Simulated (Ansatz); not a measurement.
**Geometry relaxation, with input and output: WH$_{7}$ClO$_{5}$ (part 1 of 2)**

WH$_{7}$ClO$_{5}$, computed with RHF/def2-SVP (Ansatz 0.2.0).

The input holds or restrains some coordinates. It belongs to a series of runs on one base structure; here: pulled along the bonds that form and break, towards end A. Figures and captions count atoms from 1; the log counts them from 0 in places.

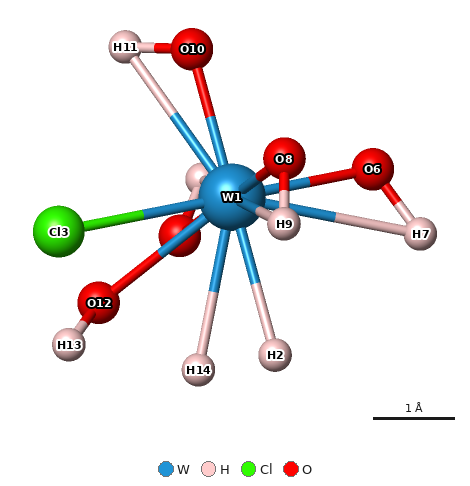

Fig. 1: The structure as given in the input (ball-and-stick view, seen at a tilt; atoms are numbered from 1 in the order of the input). Sticks mark near contacts. Bond lengths as drawn: Cl–W 2.39 Å, H–O 1.01 Å, H–W 2.07 to 2.47 Å and O–W 1.94 to 2.24 Å.

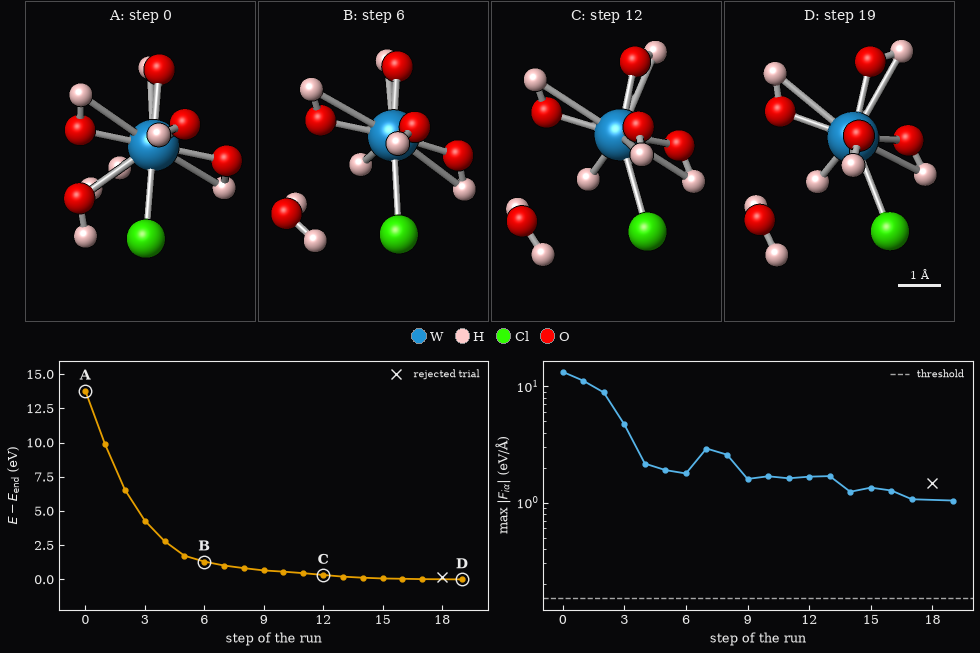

Fig. 2: Frames of the restrained relaxation (ball-and-stick view, seen at a tilt) above the curves, on which the letters mark them (the first geometry is step 0 here and step 1 in the log).

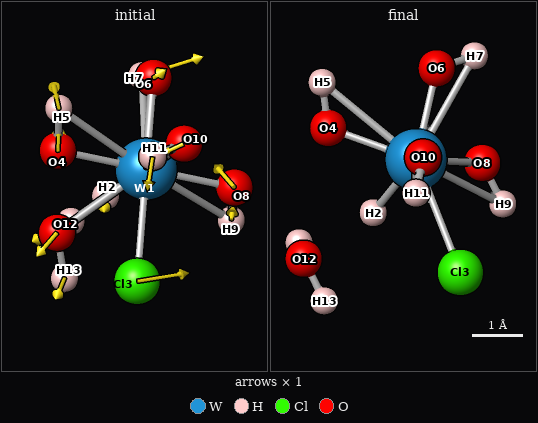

Fig. 3: Before (left) and after (right) the restrained relaxation, at one scale (ball-and-stick view, seen at a tilt). The yellow arrows give the displacements, at true length. Over 19 geometry steps the energy falls by 13.790 eV. Largest force component: 13 eV/Å at the start, 1 eV/Å at the end. The line search rejected the trial step at point 18 (counted from 0) and went back. The atom that moves furthest after the best rigid fit is H7 (1.54 Å). By element the largest moves are H 1.54 Å, Cl 1.21 Å, O 1.05 Å, W 0.22 Å. Distances before and after: W1–O12 2.240 → 3.138 Å, W1–H14 2.196 → 2.888 Å, O12–H14 1.622 → 0.971 Å, W1–H2 2.070 → 1.701 Å. New bonds form: O12–H14 (1.62 → 0.97 Å). Bonds break: W1–H14 (2.20 → 2.89 Å), W1–O12 (2.24 → 3.14 Å). Among the angles that change: W1–O10–H11 109.5° → 127.3°, W1–H11–O10 47.8° → 35.4°, W1–O8–H9 109.5° → 120.1°. (Atoms are counted from 1 in the order of the input.)

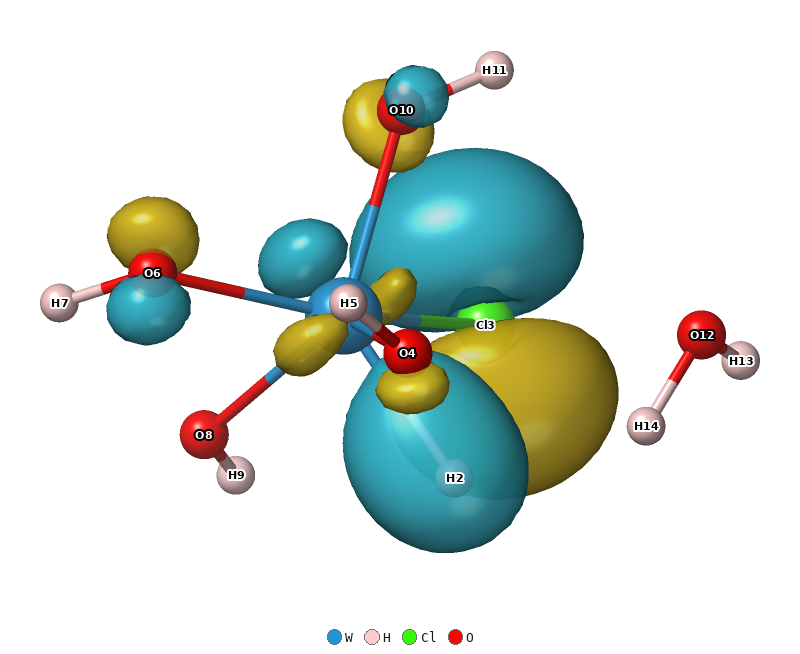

Fig. 4: One frontier orbital at ±0.15 Å⁻³ᐟ² (yellow and cyan are the two phases), seen from the side. The HOMO, at −11.48 eV.

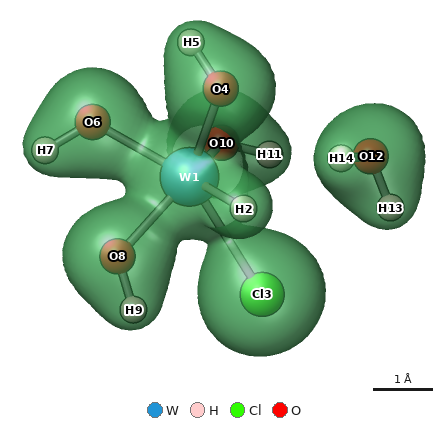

Fig. 5: Isosurface of the electron density at 0.4 e/Å³ (green), seen face on. At this value the surface falls into two separate pieces. It is pinched off along the W···O (3.14 Å) contacts. On the grid the lowest density along these lines, outside the cores, is 0.06 e/Å³ (W···O, 3.14 Å), 1.2 e/Å³ (W–O, 1.85 Å), 0.51 e/Å³ (W–Cl, 2.47 Å) and 2.4 e/Å³ (O–H, 0.95 Å).

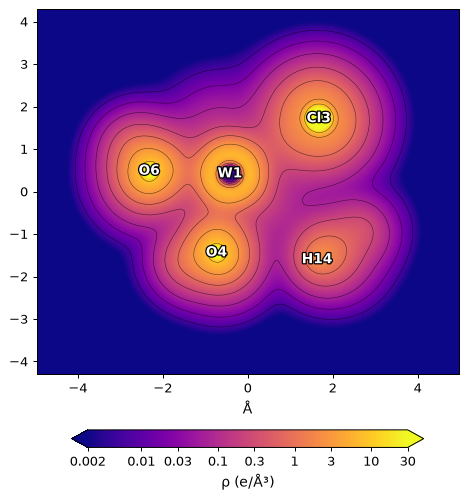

Fig. 6: Total electron density on the plane of atoms Cl3, W1 and O6. W–O (1.90 Å): ρ is about 1.1 e/Å³ halfway.

The input and output of the run follow.

Input:
```yaml
crystal:
  periodic: [false, false, false]
  atoms:
    - { symbol: W, position_ang: [0.0, 0.0, 0.0] }
    - { symbol: H, position_ang: [0.0, 0.0, 2.07] }
    - { symbol: Cl, position_ang: [2.39, 0.0, 0.0] }
    - { symbol: O, position_ang: [0.0, 1.94, 0.0] }
    - { symbol: H, position_ang: [-0.6343, 2.2771, -0.71] }
    - { symbol: O, position_ang: [-1.94, 0.0, 0.0] }
    - { symbol: H, position_ang: [-2.2771, -0.1263, 0.9437] }
    - { symbol: O, position_ang: [0.0, -1.94, 0.0] }
    - { symbol: H, position_ang: [0.3816, -2.2771, 0.8723] }
    - { symbol: O, position_ang: [0.0, 0.0, -1.94] }
    - { symbol: H, position_ang: [0.5278, 0.7924, -2.2771] }
    - { symbol: O, position_ang: [1.4721, 1.5335, 0.7063] }
    - { symbol: H, position_ang: [2.2027, 1.0805, 1.2365] }
    - { symbol: H, position_ang: [0.7317, 0.7622, 1.9256] }
basis:
  gaussian: { orbitals: def2-SVP }
hamiltonian:
  xc: hf
relax:
  f_tol: 0.15
  max_steps: 25
  restrain:
    - { distance: [0, 11], at: 3.14, k: 30.0 }
    - { distance: [13, 1], at: 1.86, k: 30.0 }
    - { distance: [0, 1], at: 1.72, k: 30.0 }
    - { distance: [13, 11], at: 1.01, k: 30.0 }
output:
  orbitals: {}
```

Command:
```bash
ansatz run input.yaml --threads 4 --pin off --max-ram 5120MiB --backend cpu --events-out ev --progress --plain --runs-dir out
```

The program's output:
```
The last accepted step is kept in [file] (removed where the run ends without a failure and the disk answers)
Engine: ansatz 0.2.0, aarch64-unknown-linux-gnu
Functional definition: HF
  exchange = exact_x
  correlation = 0
1616 factors; integrals over basis functions are off by at most 2.2e-4 eV
mean field evaluation 1: about -24563.7075 eV, gradient 9.5e1 eV
mean field evaluation 2: about -24564.0823 eV, gradient 9.5e1 eV
mean field evaluation 4: about -24579.5615 eV, gradient 3.8e1 eV
mean field evaluation 8: about -24582.7674 eV, gradient 1.3e0 eV
mean field evaluation 16: about -24582.8484 eV, gradient 5.1e-2 eV
mean field evaluation 32: about -24582.5725 eV, gradient 1.3e0 eV
mean field evaluation 64: about -24582.7337 eV, gradient 1.2e0 eV
mean field evaluation 96: about -24573.6926 eV, gradient 5.9e1 eV
mean field evaluation 128: about -24578.6597 eV, gradient 1.1e1 eV
mean field evaluation 160: about -24578.9019 eV, gradient 6.5e0 eV
mean field evaluation 192: about -24575.8486 eV, gradient 1.3e1 eV
mean field evaluation 224: about -24582.8486 eV, gradient 6.5e-3 eV
mean field evaluation 256: about -24572.1984 eV, gradient 1.7e1 eV
mean field -24582.84859532 eV, -903.4030230246 hartree, gradient 2.0e-5 eV, S^2 0.000000; 1 other end points of the search recorded, 0 dependent functions left out
the calculation of the forces begins
reference -24582.84859532 eV, -903.4030230246 hartree; 39, 39 occupied and 116, 116 virtual orbitals, 1616 factors
relax step   1: F+E_penalty+E_count = -24582.84859532 eV  Δ(F+E_penalty+E_count) = +0.000e0 eV  max|allowed force component| = 1.333e1 eV/Å  E_restraint = 29.04697980 eV  max|allowed force component, restraints' pulls added| = 3.564e1 eV/Å  Δτ_max = 0.0000 Å  (345 SCF iters, accepted)
  distance W 0 - O 11 = 2.2400 Å
  distance H 13 - H 1 = 1.0664 Å
  distance W 0 - H 1 = 2.0700 Å
  distance H 13 - O 11 = 1.6217 Å
these checks for a lower state are left out or cut short: starts, cluster_reference, orbital_swaps, neighbouring_geometries, increment
1616 factors; integrals over basis functions are off by at most 5.3e-4 eV
mean field -24586.77696487 eV, -903.5473879430 hartree, gradient 2.3e-5 eV, S^2 0.000000; 0 other end points of the search recorded, 0 dependent functions left out
[... from here on the field's lines of each further geometry are left out, up to the last ...]
relax step   2: F+E_penalty+E_count = -24586.77696487 eV  Δ(F+E_penalty+E_count) = -3.928e0 eV  max|allowed force component| = 1.118e1 eV/Å  E_restraint = 14.42889825 eV  max|allowed force component, restraints' pulls added| = 2.630e1 eV/Å  Δτ_max = 0.1949 Å  (63 SCF iters, accepted)
relax step   3: F+E_penalty+E_count = -24590.09038418 eV  Δ(F+E_penalty+E_count) = -3.313e0 eV  max|allowed force component| = 8.857e0 eV/Å  E_restraint = 5.25616651 eV  max|allowed force component, restraints' pulls added| = 1.687e1 eV/Å  Δτ_max = 0.1949 Å  (50 SCF iters, accepted)
relax step   4: F+E_penalty+E_count = -24592.33926122 eV  Δ(F+E_penalty+E_count) = -2.249e0 eV  max|allowed force component| = 4.704e0 eV/Å  E_restraint = 1.38569838 eV  max|allowed force component, restraints' pulls added| = 7.568e0 eV/Å  Δτ_max = 0.1902 Å  (51 SCF iters, accepted)
relax step   5: F+E_penalty+E_count = -24593.84686794 eV  Δ(F+E_penalty+E_count) = -1.508e0 eV  max|allowed force component| = 2.163e0 eV/Å  E_restraint = 0.15531477 eV  max|allowed force component, restraints' pulls added| = 4.044e0 eV/Å  Δτ_max = 0.1938 Å  (49 SCF iters, accepted)
relax step   6: F+E_penalty+E_count = -24594.90683732 eV  Δ(F+E_penalty+E_count) = -1.060e0 eV  max|allowed force component| = 1.902e0 eV/Å  E_restraint = 0.14189807 eV  max|allowed force component, restraints' pulls added| = 2.084e0 eV/Å  Δτ_max = 0.1996 Å  (49 SCF iters, accepted)
relax step   7: F+E_penalty+E_count = -24595.33559650 eV  Δ(F+E_penalty+E_count) = -4.288e-1 eV  max|allowed force component| = 1.778e0 eV/Å  E_restraint = 0.10722460 eV  max|allowed force component, restraints' pulls added| = 2.159e0 eV/Å  Δτ_max = 0.1999 Å  (48 SCF iters, accepted)
relax step   8: F+E_penalty+E_count = -24595.62678006 eV  Δ(F+E_penalty+E_count) = -2.912e-1 eV  max|allowed force component| = 2.916e0 eV/Å  E_restraint = 0.06627312 eV  max|allowed force component, restraints' pulls added| = 1.666e0 eV/Å  Δτ_max = 0.1950 Å  (49 SCF iters, accepted)
relax step   9: F+E_penalty+E_count = -24595.81585875 eV  Δ(F+E_penalty+E_count) = -1.891e-1 eV  max|allowed force component| = 2.581e0 eV/Å  E_restraint = 0.05551895 eV  max|allowed force component, restraints' pulls added| = 1.192e0 eV/Å  Δτ_max = 0.2000 Å  (44 SCF iters, accepted)
relax step  10: F+E_penalty+E_count = -24595.98334258 eV  Δ(F+E_penalty+E_count) = -1.675e-1 eV  max|allowed force component| = 1.595e0 eV/Å  E_restraint = 0.07139209 eV  max|allowed force component, restraints' pulls added| = 1.253e0 eV/Å  Δτ_max = 0.1952 Å  (42 SCF iters, accepted)
relax step  11: F+E_penalty+E_count = -24596.07427031 eV  Δ(F+E_penalty+E_count) = -9.093e-2 eV  max|allowed force component| = 1.682e0 eV/Å  E_restraint = 0.06301225 eV  max|allowed force component, restraints' pulls added| = 1.322e0 eV/Å  Δτ_max = 0.1974 Å  (44 SCF iters, accepted)
relax step  12: F+E_penalty+E_count = -24596.18351324 eV  Δ(F+E_penalty+E_count) = -1.092e-1 eV  max|allowed force component| = 1.616e0 eV/Å  E_restraint = 0.05402562 eV  max|allowed force component, restraints' pulls added| = 8.531e-1 eV/Å  Δτ_max = 0.2000 Å  (43 SCF iters, accepted)
relax step  13: F+E_penalty+E_count = -24596.31515200 eV  Δ(F+E_penalty+E_count) = -1.316e-1 eV  max|allowed force component| = 1.669e0 eV/Å  E_restraint = 0.04922107 eV  max|allowed force component, restraints' pulls added| = 8.432e-1 eV/Å  Δτ_max = 0.1928 Å  (42 SCF iters, accepted)
relax step  14: F+E_penalty+E_count = -24596.43773294 eV  Δ(F+E_penalty+E_count) = -1.226e-1 eV  max|allowed force component| = 1.688e0 eV/Å  E_restraint = 0.04149144 eV  max|allowed force component, restraints' pulls added| = 8.908e-1 eV/Å  Δτ_max = 0.1939 Å  (43 SCF iters, accepted)
relax step  15: F+E_penalty+E_count = -24596.51560434 eV  Δ(F+E_penalty+E_count) = -7.787e-2 eV  max|allowed force component| = 1.238e0 eV/Å  E_restraint = 0.03722825 eV  max|allowed force component, restraints' pulls added| = 1.126e0 eV/Å  Δτ_max = 0.1943 Å  (42 SCF iters, accepted)
relax step  16: F+E_penalty+E_count = -24596.57131996 eV  Δ(F+E_penalty+E_count) = -5.572e-2 eV  max|allowed force component| = 1.343e0 eV/Å  E_restraint = 0.03879150 eV  max|allowed force component, restraints' pulls added| = 8.768e-1 eV/Å  Δτ_max = 0.1935 Å  (44 SCF iters, accepted)
relax step  17: F+E_penalty+E_count = -24596.59365968 eV  Δ(F+E_penalty+E_count) = -2.234e-2 eV  max|allowed force component| = 1.269e0 eV/Å  E_restraint = 0.02795888 eV  max|allowed force component, restraints' pulls added| = 8.470e-1 eV/Å  Δτ_max = 0.1530 Å  (43 SCF iters, accepted)
relax step  18: F+E_penalty+E_count = -24596.61951588 eV  Δ(F+E_penalty+E_count) = -2.586e-2 eV  max|allowed force component| = 1.067e0 eV/Å  E_restraint = 0.03128372 eV  max|allowed force component, restraints' pulls added| = 3.342e-1 eV/Å  Δτ_max = 0.2000 Å  (43 SCF iters, accepted)
```
